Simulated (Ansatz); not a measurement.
# MoC (triplet): trial inputs and their diagnosis at distance Mo1–C2 = 1.968 Å

3 inputs are run for MoC (triplet) as typed; the log has to tell whether the result can be used and what must change.

Program: Ansatz 0.2.0, Gaussian basis. Level of theory: the settings change from run to run. These are calculated values, not measurements.

34 further runs of the same task are left out: 9 for a known fault of the program, 20 that didn't finish, 5 set aside as unsound or not needed.

**1. What is computed**

The geometry derives from a PBE0/def2-TZVP stationary point (not a proven minimum). One bond is set to the value named and the two fragments are kept rigid. No spin-orbit coupling is included. Elements past krypton take def2 core potentials.

2 atoms, charge 0, spin multiplicity 3.

Atoms are counted from 1 here; the program's logs count them from 0.

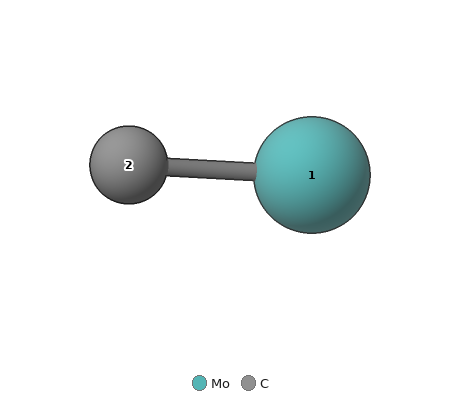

The structure; molybdenum teal, carbon grey; atoms are numbered from 1 in the order of the file.

**2. Try 1**

File in.yaml:

```yaml
crystal:
  periodic: [false, false, false]
  atoms:
    - {symbol: Mo, position_ang: [0.000000, 0.000000, 0.000000]}
    - {symbol: C, position_ang: [0.000000, 0.000000, 1.968000]}
basis:
  gaussian: {orbitals: def2-SVP}
magnetization: {spin_polarized: false, initial_magnetization: 2}
correlation: {method: sc_nevpt2, electrons: valence}
```

Started as:

```bash
> ansatz run in.yaml --threads 1 --pin off --events-out ev --progress --plain --max-ram 2393MiB
```

Log:

```text
Error: this correlation method needs an active space: name one as the reference
```

Run time: 0.03 s. Hardware: 1 thread of Arm Neoverse V1, shared host.

**Diagnosis.** The run was refused. This method needs an active space and has none. Fix: add an active_space block.

**3. Try 2**

File in.yaml:

```yaml
crystal:
  periodic: [false, false, false]
  atoms:
    - {symbol: Mo, position_ang: [0.000000, 0.000000, 0.000000]}
    - {symbol: C, position_ang: [0.000000, 0.000000, 1.968000]}
basis:
  gaussian: {orbitals: def2-mTZVP}
magnetization: {spin_polarized: false, initial_magnetization: 2}
correlation: {method: mp4, electrons: outside_noble_gas}
scf: {lower_state_search: light}
```

The command is unchanged.

Log:

```text
Error: YAML parse error: error: line 9 column 23: unknown variant `mp4`, expected one of mp2, rpa, ccsd, ccsd_t, bccd, bccd_t, ccsdt, ccsdt_q, ccsdt_q_b, ccsdtq, fci, sc_nevpt2, fic_nevpt4_sd, fic_mrcisd_q, fic_mrcisd_q_relaxed
  --> <input>:9:23
   |
 7 |   gaussian: {orbitals: def2-mTZVP}
 8 | magnetization: {spin_polarized: false, initial_magnetization: 2}
 9 | correlation: {method: mp4, electrons: outside_noble_gas}
   |                       ^ unknown variant `mp4`, expected one of mp2, rpa, ccsd, ccsd_t, bccd, bccd_t, ccsdt, ccsdt_q, ccsdt_q_b, ccsdtq, fci, sc_nevpt2, fic_nevpt4_sd, fic_mrcisd_q, fic_mrcisd_q_relaxed
10 | scf: {lower_state_search: light}
   |
```

It took 0.03 s on 1 thread of Arm Neoverse V1, shared host.

What is wrong: The run was refused. The method's name isn't one that the program knows. Fix: name one from the list in the message.

**4. Try 3**

File in.yaml:

```yaml
crystal:
  periodic: [false, false, false]
  atoms:
    - {symbol: Mo, position_ang: [0.000000, 0.000000, 0.000000]}
    - {symbol: C, position_ang: [0.000000, 0.000000, 1.968000]}
basis:
  gaussian: {orbitals: def2-SVP}
magnetization: {spin_polarized: false, initial_magnetization: 2}
hamiltonian: {xc: {name: r2SCAN}}
correlation: {method: ccsd_t, frozen_orbitals: {Mo: 20}}
scf: {lower_state_search: off}
```

Launched as before.

Log:

```text
Functional definition: r2SCAN
  name "r2SCAN"
  cite "Furness, Kaplan, Ning, Perdew & Sun, J. Phys. Chem. Lett. 11, 8208 (2020) doi:10.1021/acs.jpclett.0c02405"
  cite "Furness, Kaplan, Ning, Perdew & Sun, J. Phys. Chem. Lett. 11, 9248 (2020) doi:10.1021/acs.jpclett.0c03077"
  parent r2scan
  parameter k0 = 0.174
  parameter k1 = 0.065
  parameter a1 = 4.9479
  exchange = r2scan_x(k0 = k0, k1 = k1, a1 = a1)
  correlation = r2scan_c
these checks for a lower state are left out or cut short: stability, starts, cluster_reference, orbital_swaps, neighbouring_geometries, increment
Error: "frozen_orbitals" has no count for C
```

It took 0.3 s on 1 thread of Arm Neoverse V1, shared host.

Diagnosis: The run was refused. The frozen-orbital counts are incomplete or too large. Cure: leave frozen_orbitals out, or give each element a count that its core has.

**5. How the runs ended**

```csv
try,level,ended,cause,time
1,'sc_nevpt2'/def2-SVP,refused,this method needs an active space and has none,0.03 s
2,'mp4'/def2-mTZVP,refused,the method's name isn't one that the program knows,0.03 s
3,CCSD(T)/def2-SVP,refused,the frozen-orbital counts are incomplete or too large,0.3 s
```

3 refused.
